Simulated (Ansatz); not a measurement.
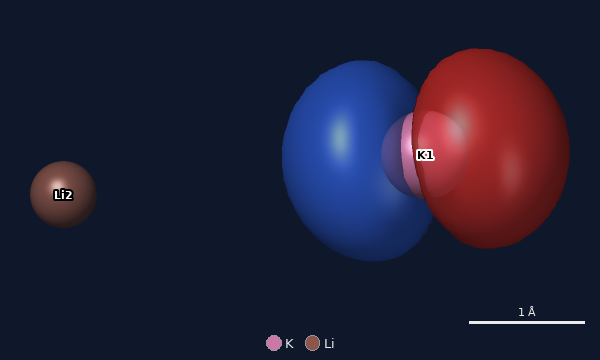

*KLi. The HOMO−1 at ±0.2 Å⁻³ᐟ² (red and blue are the two phases), seen from one side.*

Geometry: BLYP-D3(BJ)/def2-SVP.

Method: Ansatz 0.2.0, isolated molecule in a Gaussian basis; Kohn-Sham density functional theory, functional PBE0.

**Describe this orbital and give its energy.**

It lies mainly on K1 (about 100 %); it is of σ type. Its energy is −20.72 eV.
